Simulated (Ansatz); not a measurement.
Li (bcc, W type), frozen-phonon scan

Starting cell, Li (bcc, W type):

```
Li
1.0
   -3.43518     3.43518     3.43518
    1.71759    -1.71759     1.71759
    1.71759     1.71759    -1.71759
Li
2
Cartesian
  0.00000   0.00000   0.00000
 -1.71759   1.71759   1.71759
```

A phonon eigenvector at N = (0.5, 0.0, 0.0) is frozen into this cell: atom i moves by Q times the vector below, so Q is the largest atomic displacement, in Å. The cell is held. (q is in reciprocal vectors of the primitive cell; the cell shown is doubled to hold the pattern.)

```csv
atom,x,y,z
Li1,0.000,0.707,-0.707
Li2,0.000,-0.707,0.707
```

The numbers are results of PBE (plane waves to 420 eV, PAW, scalar-relativistic; Ansatz, a program for electronic structure), not measurements. k mesh 19×19×19 (Γ-centred), Fermi-Dirac smearing 0.05 eV. E stands for the smeared free energy. With partly filled bands, energies and forces of such displacements shift with the k mesh and the smearing. Li was relaxed with its symmetry unable to fall. The zero of ΔE is the undisplaced structure.

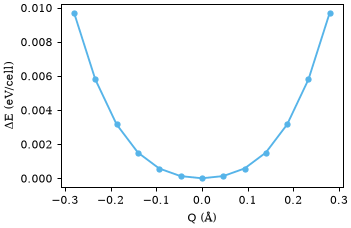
Fig. 1. ΔE (eV/cell) against Q (Å); one marker a computed point.

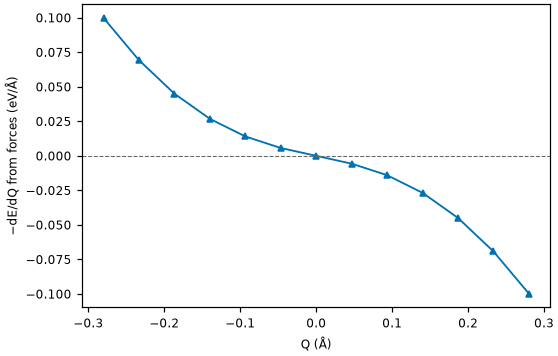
Figure: −dE/dQ from forces (eV/Å) against Q (Å); one marker a computed point.

The energy at Q = 0.280 Å is 9.7 meV/cell. Wavenumber by perturbation theory (DFPT, on another k mesh): 49 cm⁻¹. Space group of the distorted cell: Cmcm (No. 63), lowered from Im-3m. Harmonic wavenumber from the curvature (finite differences): 47 cm⁻¹. Shape of the curve: a single well with its minimum at or next to zero displacement.

E″ = 0.11 eV/Å², M = Σ mᵢ|uᵢ|² = 13.9 u, ν̃ = 521.5·√(|E″|/M).

(A displaced cell: forces are minus the slopes of the energy, force constants its curvatures, and phonons follow from these.)
